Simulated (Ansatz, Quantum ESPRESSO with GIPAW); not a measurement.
# From 13C NMR to local structure in C2H2BF4N

A crystal of composition C2H2BF4N (one database entry, not always the ambient form) has the 13C spectrum and parameters below, calculated by GIPAW (PBEsol; shifts against TMS, scatter of the reference line 0.8 ppm; spans on the shift scale).

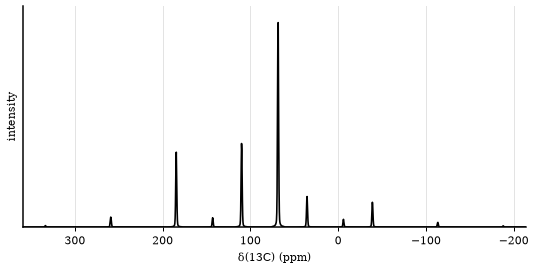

Simulated spectrum: 13C MAS at 15 kHz, 18.8 T (201.3 MHz), lines broadened by 1.3 ppm; rigid lattice, with dipolar and J couplings left out. Lines over 1.5 % of the strongest (ppm: area): 259.0: 0.05, 184.5: 0.35, 143.0: 0.04, 110.0: 0.40, 68.5: 1.00, 35.5: 0.14, -6.0: 0.03, -39.0: 0.12, -113.5: 0.02.

| line | δ_iso (ppm) | relative area | span (ppm) | skew |
| --- | --- | --- | --- | --- |
| A | 110.0 | 1 | 302.5 | 0.91 |
| B | 68.5 | 1 | 87.8 | 0.82 |

Q: What surrounds each C site, and how symmetric is it?

The bonded neighbours set the region: A with NC; B with FCH2. The structure behind these values (space group P2_1; other structures could give like values):

| line | surroundings | neighbours | bonds (Å) | site symmetry |
| --- | --- | --- | --- | --- |
| A | CNC | 2 | 1.15 to 1.45 | 1 |
| B | CFCH2 | 4 | 1.10 to 1.45 | 1 |

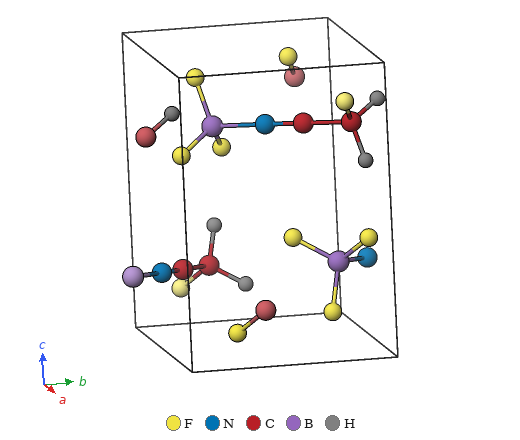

The structure (fluorine yellow, nitrogen blue, carbon red, boron purple, hydrogen grey). Some periodic images of atoms are drawn too.

[Hosts, paths, dates, database ids (printed as entryN), source tags and the programs' standing remarks are cut or masked in the printed files.]
